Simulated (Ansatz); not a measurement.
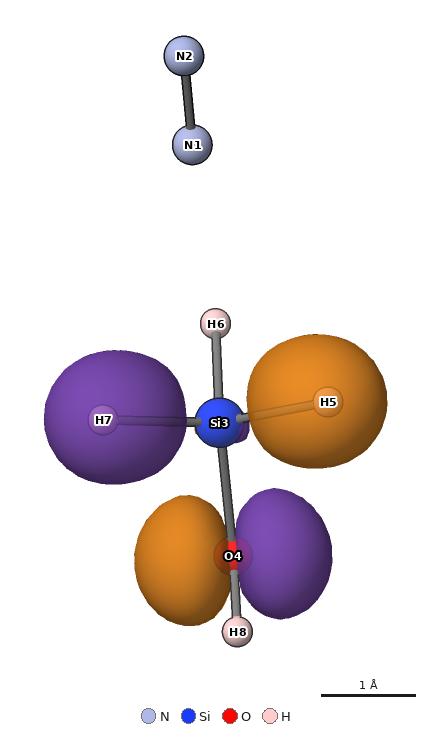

*N₂···H₄OSi (SMILES N#N.[SiH3]O). The HOMO at ±0.2 Å⁻³ᐟ² (orange and purple are the two phases), seen at an oblique angle.*

Geometry: PBE0-D4/def2-TZVP.

Theory: RKS PBE0-D4/def2-TZVPPD (Ansatz).

```xyz
8

N    -0.3902   -0.0880   -2.6235
N    -0.5042   -0.0570   -3.7064
Si    0.0434   -0.0724    0.6825
O     0.2120   -0.1462    2.3214
H     1.3663   -0.0705    0.0001
H    -0.7232   -1.2806    0.3046
H    -0.6929    1.1527    0.2670
H     0.6889    0.5622    2.7542
```

Question: Describe this orbital and give its energy.

Answer: It lies mainly on O4 (about 40 %), Si3 (about 25 %), H5 (about 15 %) and H7 (about 15 %). Its energy is −8.70 eV.
